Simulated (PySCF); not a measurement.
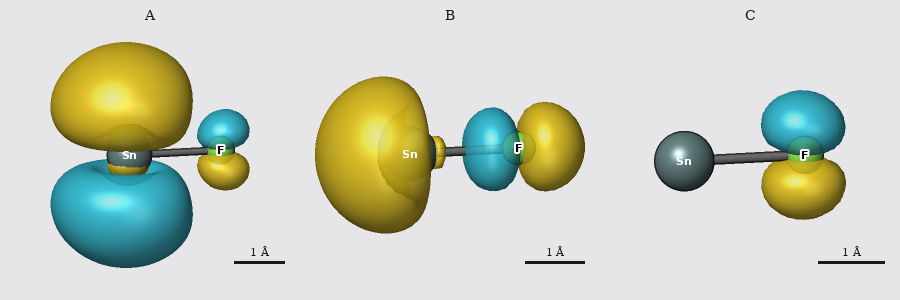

SnF (charge +1). Three frontier orbitals, each drawn at the value that holds 80 % of its norm (yellow and cyan are the two phases), in no order; of a degenerate pair one member is drawn.

Computed with PBE0/x2c-SVPall, spin-free X2C-1e, Gaussian nucleus, at a bond length of 1.907 Å (PySCF 2.14.0).

Question: Label each orbital by symmetry, say whether it is occupied, and order them by energy.

Answer: Orbital C: π, occupied, −17.21 eV; mainly on F (90 %).
Orbital B: σ, occupied, −16.37 eV; shared between the atoms (Sn 55 %, F 45 %).
Orbital A: π, empty, −9.38 eV; mainly on Sn (95 %).
